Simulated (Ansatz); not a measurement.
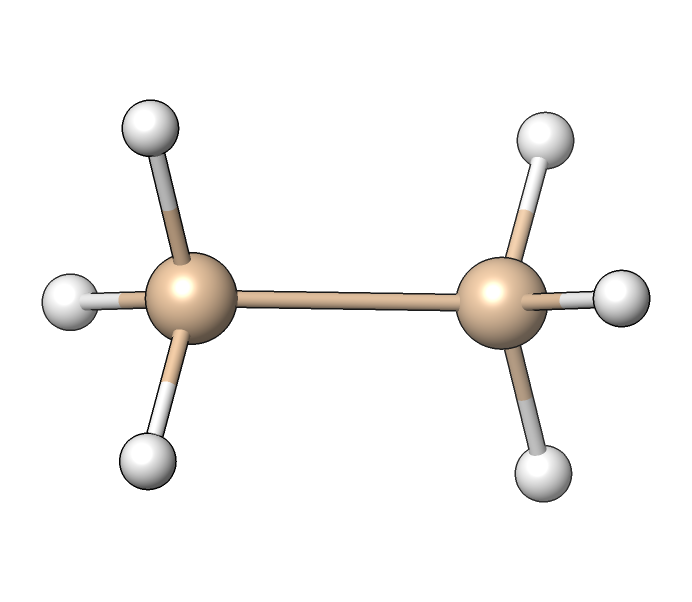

Ball-and-stick drawing of a structure. Colours: silicon light orange, hydrogen white.

Computed geometry: PBE0-D4/def2-TZVP optimisation.

Description:

Formula Si₂H₆. The point group is D3d. Coordination: 2 Si tetrahedral.

More results for the same structure follow; atom numbers are the same in all pictures, views and colours differ.

## Geometry

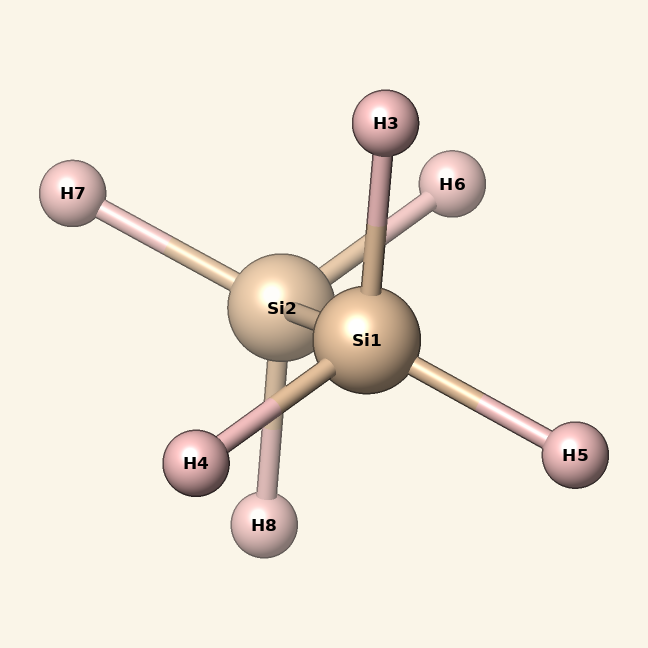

Si2 lies behind Si1. The molecule seen a little off the Si1–Si2 bond, Si1 in front. Distant atoms are faded towards the background colour.

Question: What is the torsion angle H3–Si1–Si2–H6? The sign is positive where the front bond must turn clockwise to cover the back bond.

Answer: 60°, synclinal (gauche). The bonds about Si1–Si2 are staggered.

## Electronic properties

Level of theory: RKS PBE0-D4/def2-TZVPP (Ansatz 0.2.0).

Computed properties:

- HOMO energy (Kohn–Sham orbital): −8.39 eV
- LUMO energy (Kohn–Sham orbital): 0.29 eV
- HOMO–LUMO gap: 8.68 eV
- dispersion correction: −10.6 kJ/mol

## Thermal motion

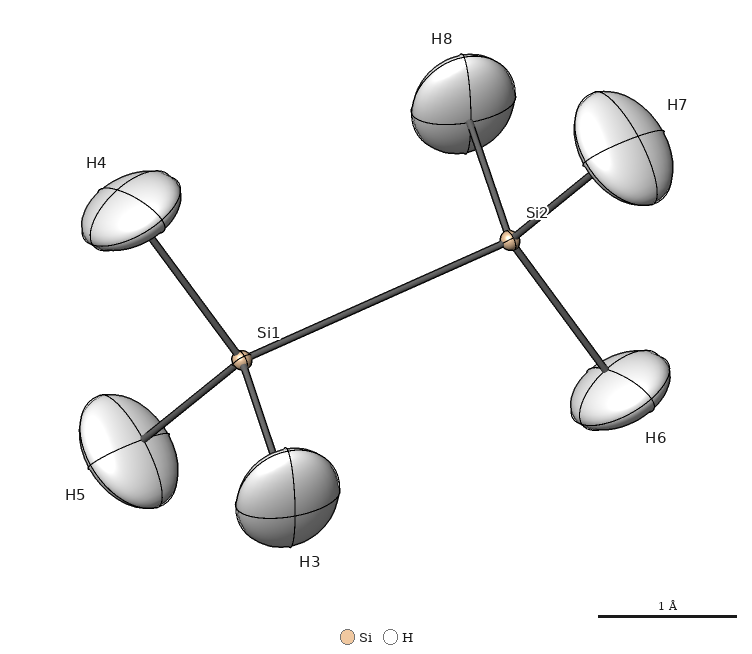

Displacement ellipsoids at the 50 % level, enlarged 1.5 times, from the internal vibrations of the free molecule (harmonic, no overall translation or rotation; no half-axis is drawn under 0.075 Å). Vibrations computed with RKS PBE0-D4/def2-TZVP (Ansatz 0.2.0). Temperature: 100 K.

Give the displacement parameters, one line for each set of equivalent atoms.

```
           atom  U_eq (Å²)   rms amplitudes (Å)
       Si1, Si2    0.00031  0.011, 0.011, 0.026
H3, H4, H5, H6…     0.0251  0.086, 0.168, 0.200
```

## Charges

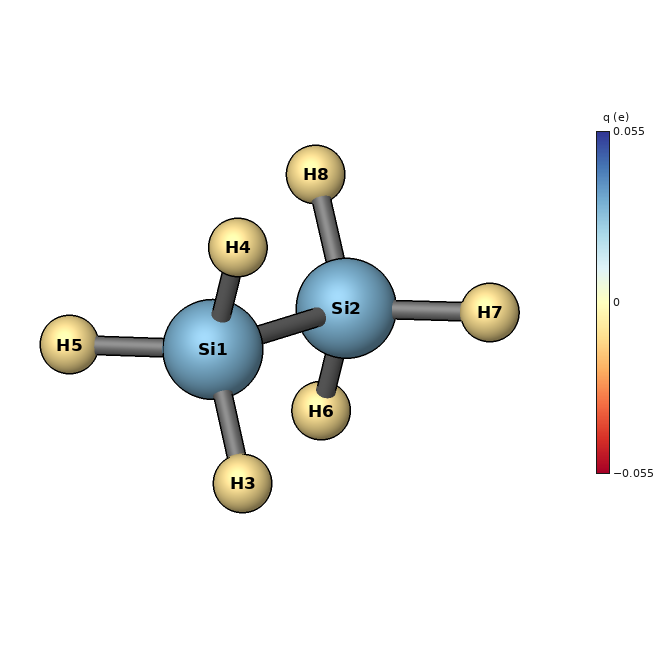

Atoms are coloured by their Mulliken charges. Method: RKS PBE0-D4/def2-TZVP (Ansatz 0.2.0).

Give the Mulliken charges atom by atom.

```csv
atom,value (e)
Si1,0.03
Si2,0.03
H3,−0.01
H4,−0.01
H5,−0.01
H6,−0.01
H7,−0.01
H8,−0.01
```

Mulliken values depend strongly on the basis set and can even reverse the polarity of a bond.
